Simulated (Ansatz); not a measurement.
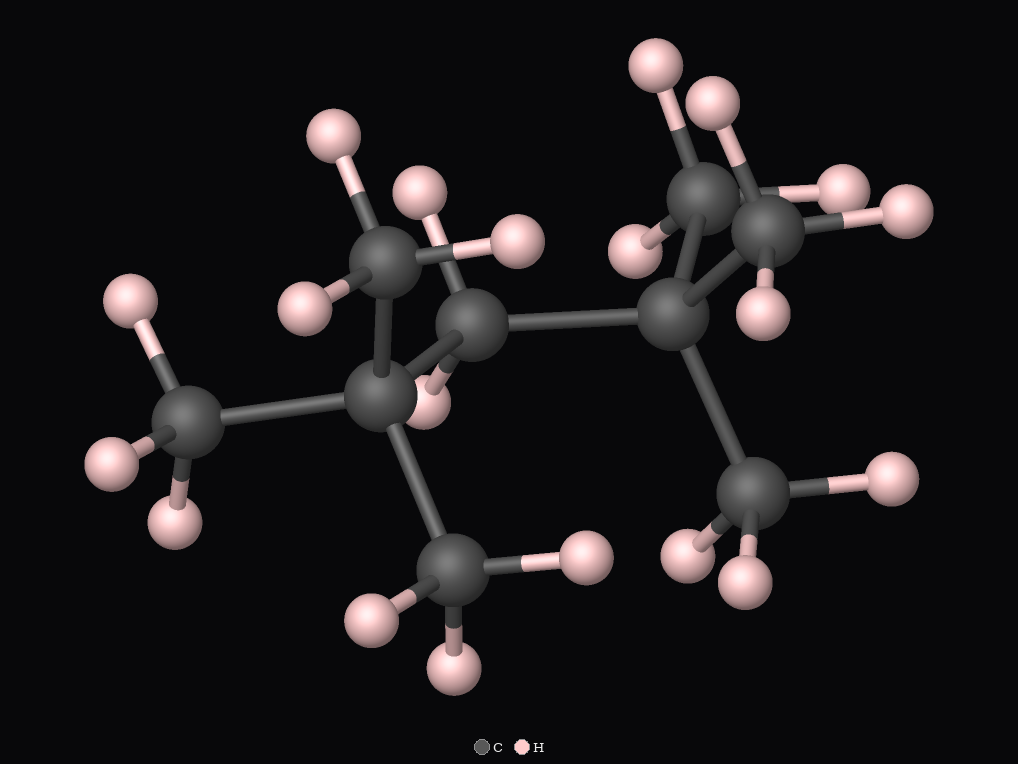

Figure made from data computed with Ansatz.

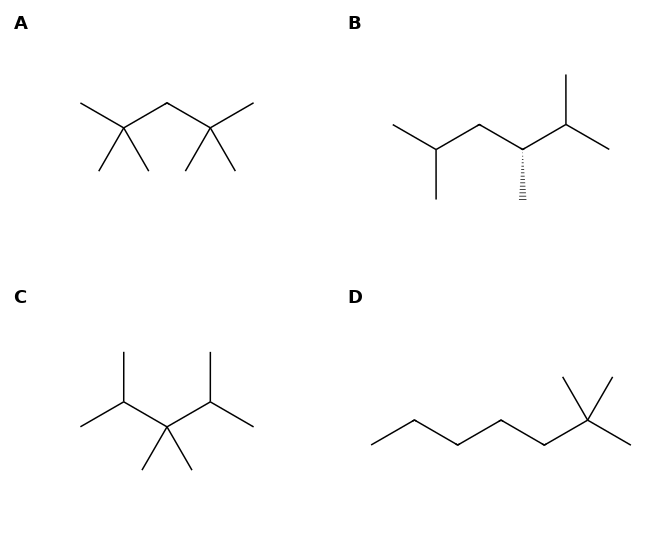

Which structural formula matches the 3D model?

Answer. A, `CC(C)(C)CC(C)(C)C`.
